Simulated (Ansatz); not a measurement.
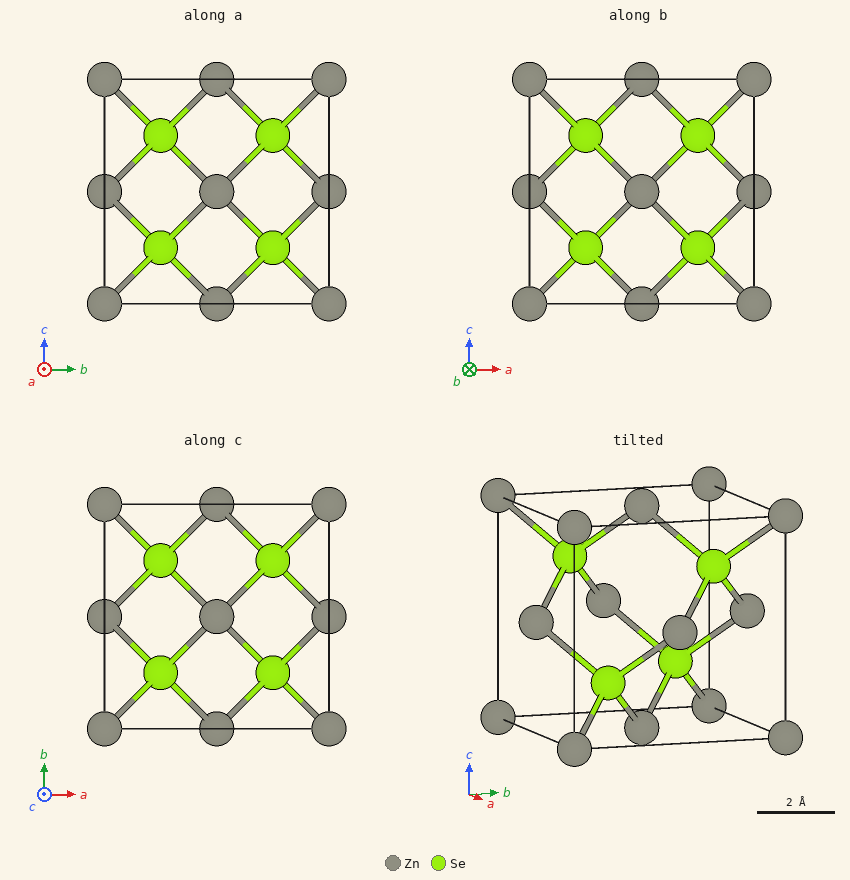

A ball-and-stick rendering, viewed along the a axis, along the b axis, along the c axis and slightly off an axis. One conventional unit cell is framed, with atoms on its boundary repeated.

Lattice parameters: a = 5.8419 Å, b = 5.8419 Å, c = 5.8419 Å, α = 90.000°, β = 90.000°, γ = 90.000°.

Q: Record the structure as a CIF in P1 with every atom of the cell.

A:
```cif
data_structure
_symmetry_space_group_name_H-M 'P 1'
_symmetry_Int_Tables_number 1
_cell_length_a 5.8419
_cell_length_b 5.8419
_cell_length_c 5.8419
_cell_angle_alpha 90.000
_cell_angle_beta 90.000
_cell_angle_gamma 90.000
_cell_volume 199.37
loop_
_atom_site_label
_atom_site_type_symbol
_atom_site_fract_x
_atom_site_fract_y
_atom_site_fract_z
_atom_site_occupancy
Zn1 Zn 0.0000 0.0000 0.0000 1
Se1 Se 0.2500 0.2500 0.7500 1
Zn2 Zn 0.0000 0.5000 0.5000 1
Se2 Se 0.2500 0.7500 0.2500 1
Zn3 Zn 0.5000 0.0000 0.5000 1
Se3 Se 0.7500 0.2500 0.2500 1
Zn4 Zn 0.5000 0.5000 0.0000 1
Se4 Se 0.7500 0.7500 0.7500 1
```

Origin of the cell: a structure type filled with these elements by a generator (whether the compound takes this form wasn't checked). Earlier steps of the study, as a rule a relaxation of our own, may have changed the cell and positions, so they can lie some per cent off the listed ones. It was run through Ansatz as a DFT input.
